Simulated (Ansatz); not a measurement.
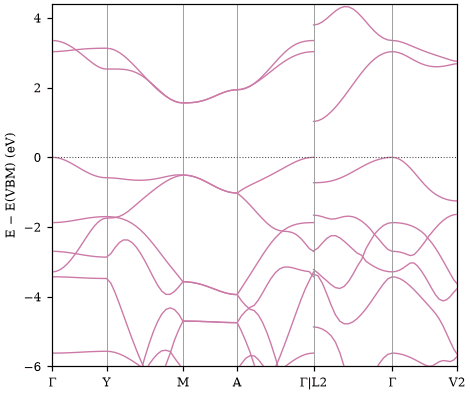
Fig. 1. Band structure from plane-wave PAW r²SCAN (Ansatz code)

The gap is 0.40 eV; an edge lies off the plotted path or next to a special point (maximum at Γ, minimum off the standard path).

Question: Pick the material that matches.
A) TeSe2, C2 (Te on 2b, Se on 4c)
B) C, C2/c (C on 8f, C on 8f)
C) MnO2, C2/m (Pearson symbol mS24)

Answer: B, C, C2/c (C on 8f, C on 8f)

The start of the workflow was typed in or built on a structure type; neither database checked (COD, Materials Project) lists it. It is not the phase usual at ambient conditions (space group No. 194, 227). Symmetry was held in the r²SCAN relaxation; whether a distortion lowers the energy is not shown. The volume moved by 103 % from the start of the relaxation.

Potentials: the later of the program's two PAW sets.
